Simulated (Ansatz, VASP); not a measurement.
# TlAgCl2 in two plane-wave programs

Wanted: the spread between two codes on one cell, functional and k mesh. The cell is invented: As first built, before any earlier steps moved the atoms: it takes the AgCl structure with some of its atoms replaced by other elements, volume scaled by an estimate. It may not be a known or stable phase. The cell comes out of earlier VASP steps on this material, which relaxed, scaled or displaced it; both programs get it as it stands.

Main program and level: Ansatz 0.2.0; plane waves, with VASP 6.6.1 beside it; relaxation of cell and atoms at r2SCAN.

## 1. The starting structure

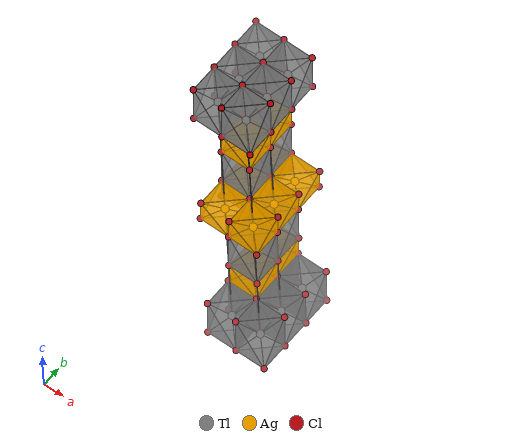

Start, viewed from a free direction; thallium grey, silver orange, chlorine red. 1×2×1 cells are drawn. This picture shows the conventional cell, with its axes. Some periodic images of atoms are drawn too.

Structure file:

```cif
data_structure
_symmetry_space_group_name_H-M 'P 1'
_symmetry_Int_Tables_number 1
_cell_length_a 7.3370
_cell_length_b 7.3370
_cell_length_c 7.3370
_cell_angle_alpha 33.064
_cell_angle_beta 33.064
_cell_angle_gamma 33.064
_cell_volume 104.63
loop_
_atom_site_label
_atom_site_type_symbol
_atom_site_fract_x
_atom_site_fract_y
_atom_site_fract_z
_atom_site_occupancy
Tl1 Tl 0.00000 0.00000 0.00000 1
Ag2 Ag 0.50000 0.50000 0.50000 1
Cl3 Cl 0.76571 0.76571 0.76571 1
Cl4 Cl 0.23429 0.23429 0.23429 1
```

## 2. VASP: relaxation of cell and atoms, r2SCAN

The relaxed volume is the usual yardstick between codes: its relative difference is about their pressure difference at one cell divided by the bulk modulus.

Lines of VASP's logs that name or quote its potential files are left out, and so is its time.

The input, INCAR:

```
SYSTEM = TlAgCl2
PREC = Accurate
ENCUT = 400
EDIFF = 1E-06
NELM = 100
ISMEAR = 0
SIGMA = 0.05
LREAL = .FALSE.
ALGO = Normal
METAGGA = R2SCAN
LASPH = .TRUE.
NBANDS = 25
LORBIT = 11
LWAVE = .FALSE.
LCHARG = .FALSE.
KPAR = 2
IBRION = 2
NSW = 60
ISIF = 3
EDIFFG = -0.01
```

The input, POSCAR:

```
TlAgCl2
1.0
    2.0877267630      1.2053496089      6.9296261584
   -2.0877267630      1.2053496089      6.9296261584
    0.0000000000     -2.4106992178      6.9296261584
Tl Ag Cl
1 1 2
Direct
    0.0000000000      0.0000000000      0.0000000000
    0.5000000000      0.5000000000      0.5000000000
    0.7657073140      0.7657073140      0.7657073140
    0.2342926860      0.2342926860      0.2342926860
```

The input, KPOINTS:

```
Automatic mesh
0
Gamma
6 6 6
0 0 0
```

PAW data sets: Tl_d, Ag and Cl (PBE family, release 64).

On the command line:

```
$ mpirun -np 2 vasp_std
```

Numbers of over 12 decimals in the logs are rounded to 6 here.

The program printed:

```text
[banner, memory and clock lines left out]
running    2 mpi-ranks, on    1 nodes
 distrk:  each k-point on    1 cores,    2 groups
 distr:  one band on    1 cores,    1 groups

 POSCAR found type information on POSCAR TlAgCl
 POSCAR found :  3 types and       4 ions
|                                                                             |
|               ----> ADVICE to this user running VASP <----                  |
|                                                                             |
|     You enforced a specific xc type in the INCAR file but a different       |
|     [... a line on the potential file left out ...]
|     I HOPE YOU KNOW WHAT YOU ARE DOING!                                     |
|                                                                             |

 LDA part: xc-table for (None), standard interpolation
 POSCAR, INCAR and KPOINTS ok, starting setup
 FFT: planning ... GRIDC
 FFT: planning ... GRID_SOFT
 FFT: planning ... GRID
 WAVECAR not read
 entering main loop
       N       E                     dE             d eps       ncg     rms          rms(c)
DAV:   1     0.118588643710E+03    0.11859E+03   -0.16454E+04  1624   0.113E+03
DAV:   2    -0.899335671878E+02   -0.20852E+03   -0.20282E+03  1915   0.266E+02
DAV:   3    -0.100857371289E+03   -0.10924E+02   -0.10869E+02  1846   0.598E+01
DAV:   4    -0.100972121642E+03   -0.11475E+00   -0.11467E+00  1912   0.687E+00
DAV:   5    -0.100973892606E+03   -0.17710E-02   -0.17708E-02  1945   0.848E-01    0.689E+00
DAV:   6    -0.902300277513E+02    0.10744E+02   -0.68292E+00  1622   0.221E+01    0.696E+00
DAV:   7    -0.901376715448E+02    0.92356E-01   -0.46870E-01  1834   0.490E+00    0.477E+00
DAV:   8    -0.901108971339E+02    0.26774E-01   -0.18286E-01  1863   0.410E+00    0.136E+00
DAV:   9    -0.901173444122E+02   -0.64473E-02   -0.42058E-02  1942   0.122E+00    0.422E-01
DAV:  10    -0.901169256788E+02    0.41873E-03   -0.51584E-03  1725   0.638E-01    0.130E-01
DAV:  11    -0.901171964291E+02   -0.27075E-03   -0.99481E-04  1843   0.191E-01    0.563E-02
DAV:  12    -0.901172969446E+02   -0.10052E-03   -0.11822E-04  1662   0.968E-02    0.228E-02
DAV:  13    -0.901172958493E+02    0.10953E-05   -0.24992E-05  1904   0.310E-02    0.902E-03
DAV:  14    -0.901172965876E+02   -0.73830E-06   -0.56081E-06  1690   0.213E-02
   1 F= -.90117297E+02 E0= -.90117297E+02  d E =-.901173E+02
[...]
2 F= -.90117555E+02 E0= -.90117555E+02  d E =-.258388E-03
[...]
3 F= -.90118141E+02 E0= -.90118141E+02  d E =-.844295E-03
[...]
4 F= -.90118413E+02 E0= -.90118413E+02  d E =-.111611E-02
[...]
5 F= -.90118456E+02 E0= -.90118456E+02  d E =-.115944E-02
[...]
6 F= -.90118542E+02 E0= -.90118542E+02  d E =-.862355E-04
[...]
7 F= -.90118587E+02 E0= -.90118587E+02  d E =-.130839E-03
 curvature:  -1.20 expect dE=-0.239E-04 dE for cont linesearch -0.396E-07
 trial: gam= 0.10237 g(F)=  0.119E-04 g(S)=  0.799E-05 ort = 0.307E-05 (trialstep = 0.220E+01)
 search vector abs. value=  0.235E-04
 bond charge predicted
       N       E                     dE             d eps       ncg     rms          rms(c)
DAV:   1    -0.901186907511E+02   -0.10351E-03   -0.13275E-02  1600   0.702E-01    0.743E-02
DAV:   2    -0.901186481542E+02    0.42597E-04   -0.41007E-04  1822   0.137E-01    0.381E-02
DAV:   3    -0.901186250983E+02    0.23056E-04   -0.21449E-05  1831   0.370E-02    0.198E-02
DAV:   4    -0.901186197574E+02    0.53409E-05   -0.16589E-05  1712   0.301E-02    0.534E-03
DAV:   5    -0.901186200355E+02   -0.27811E-06   -0.20098E-06  1438   0.883E-03
   8 F= -.90118620E+02 E0= -.90118620E+02  d E =-.331736E-04
 trial-energy change:   -0.000033  1 .order   -0.000032   -0.000045   -0.000020
 step:   4.0715(harm=  4.0715)  dis= 0.00201  next Energy=   -90.118628 (dE=-0.412E-04)
 reached required accuracy - stopping structural energy minimisation
```

Parts of OUTCAR (step 2):

```text
ion  position               nearest neighbor table
   1  0.000  0.000  0.000-   3 3.17   3 3.17   4 3.17   4 3.17   3 3.17   4 3.17
   2  0.500  0.500  0.500-   4 2.79   4 2.79   3 2.79   3 2.79   4 2.79   3 2.79
   3  0.766  0.766  0.766-   2 2.79   2 2.79   2 2.79   1 3.17   1 3.17   1 3.17
   4  0.234  0.234  0.234-   2 2.79   2 2.79   2 2.79   1 3.17   1 3.17   1 3.17

  LATTYP: Found a trigonal (rhomboedric) cell.
 ALAT       =     7.3369741319
 COS(alpha) =     0.8380640262

 Subroutine GETGRP returns: Found 12 space group operations
 (whereof 12 operations were pure point group operations)

The static configuration has the point symmetry D_3d.

 Found     32 irreducible k-points:

   k-points           NKPTS =     32   k-points in BZ     NKDIM =     32   number of bands    NBANDS=     25

   dimension x,y,z NGX =    48 NGY =   48 NGZ =   48
   dimension x,y,z NGXF=    96 NGYF=   96 NGZF=   96

   ENCUT  =  400.0 eV  29.40 Ry    5.42 a.u.  11.96 11.96 11.96*2*pi/ulx,y,z

   NELECT =      38.0000    total number of electrons

 k-points in reciprocal lattice and weights: Automatic mesh
   0.00000000  0.00000000  0.00000000       0.005
   0.16666667  0.00000000  0.00000000       0.028
   0.33333333  0.00000000  0.00000000       0.028
   0.50000000  0.00000000  0.00000000       0.014
   0.16666667  0.16666667  0.00000000       0.028
   0.33333333  0.16666667  0.00000000       0.056
   0.50000000  0.16666667  0.00000000       0.056
  -0.33333333  0.16666667 -0.00000000       0.056
  -0.16666667  0.16666667  0.00000000       0.028
[...]
-0.33333333  0.50000000  0.33333333       0.028
   0.50000000  0.50000000  0.50000000       0.005

 average (electrostatic) potential at core
       1 -91.5690       2 -78.7427       3 -95.2419       4 -95.2419

 E-fermi :   2.8304

 k-point     1 :       0.0000    0.0000    0.0000
  band No.  band energies     occupation
    ...
     15       0.7001      2.00000
     16       0.7001      2.00000
     17       1.2068      2.00000
     18       2.2820      2.00000
     19       2.2820      2.00000
     20       6.3053      0.00000
     21       7.1556      0.00000
     22       9.0108      0.00000
     23       9.0108      0.00000
     24      11.8968      0.00000
    ...

 k-point     2 :       0.1667    0.0000    0.0000
  band No.  band energies     occupation
    ...
     15       0.8120      2.00000
     16       0.9389      2.00000
     17       1.3845      2.00000
     18       2.1429      2.00000
     19       2.1794      2.00000
     20       6.6841      0.00000
     21       6.9160      0.00000
     22       8.6306      0.00000
     23       8.9997      0.00000
     24      11.1199      0.00000
    ...

 k-point     3 :       0.3333    0.0000    0.0000
  band No.  band energies     occupation
    ...
     15       0.7891      2.00000
     16       0.9669      2.00000
     17       1.1504      2.00000
     18       2.0748      2.00000
     19       2.3418      2.00000
     20       6.1172      0.00000
     21       7.1060      0.00000
     22       8.3365      0.00000
     23       8.7448      0.00000
     24      10.0447      0.00000
    ...

  Total        0.0026563      0.0026563      0.0164278     -0.0000000     -0.0000000      0.0000000
  in kB        0.0407025      0.0407025      0.2517226     -0.0000000     -0.0000000      0.0000000
  external PRESSURE =       0.1110425 kB  Pullay stress =       0.0000000 kB

  energy-cutoff  :      400.00
  volume of cell :      104.56
      direct lattice vectors                 reciprocal lattice vectors
     2.074306449  1.197601387  7.015068813     0.241044422  0.139167062  0.047516759
    -2.074306449  1.197601387  7.015068813    -0.241044422  0.139167062  0.047516759
     0.000000000 -2.395202774  7.015068813     0.000000000 -0.278334124  0.047516759

 POSITION                                       TOTAL-FORCE (eV/Angst)
 -----------------------------------------------------------------------------------
     -0.00000     -0.00000      0.00000        -0.000000     -0.000000      0.000000
      0.00000      0.00000     10.52260         0.000000      0.000000      0.000000
      0.00000      0.00000     16.10235         0.000000     -0.000000      0.004336
      0.00000      0.00000      4.94285        -0.000000      0.000000     -0.004336
 -----------------------------------------------------------------------------------
    total drift:                                0.000000     -0.000000     -0.000000

  FREE ENERGIE OF THE ION-ELECTRON SYSTEM (eV)
  ---------------------------------------------------
  free  energy   TOTEN  =       -90.1186200355 eV

  energy  without entropy=      -90.1186200355  energy(sigma->0) =      -90.11862004

 reached required accuracy - stopping structural energy minimisation

 total charge
# of ion       s       p       d       tot
------------------------------------------
    1        1.323   0.126   9.660  11.109
    2        0.187   0.128   9.385   9.700
    3        1.610   3.520   0.000   5.131
    4        1.610   3.520   0.000   5.131
--------------------------------------------------
tot          4.730   7.295  19.045  31.070

[... 3 further parts left out ...]
```

(Continued in part 2 of 2.)

[Lines on the potential files, build, host, timing and source positions are cut from VASP's logs without a mark.]

[Logs are printed without paths, hosts, clocks, repeated set-up lines and the standing remarks that a program may print on its own settings, such as how far it seeks lower states.]

[Hosts, paths, dates, database ids (printed as entryN), source tags and the programs' standing remarks are cut or masked in the printed files.]
